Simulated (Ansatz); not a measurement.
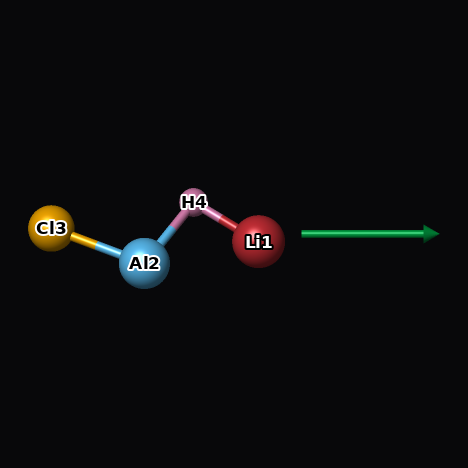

The arrow beside the molecule shows the direction of the dipole moment, from the negative to the positive end (its length means nothing). Computed geometry: PBE0-D4/def2-TZVP optimisation. No frequency run is at hand to confirm it as a minimum. Method: RKS PBE0-D4/def2-TZVP (Ansatz 0.2.0).

### How large is the dipole moment?

6.92 D; it points from the side of Cl3 to the side of Li1 (the outermost atoms at the two ends).
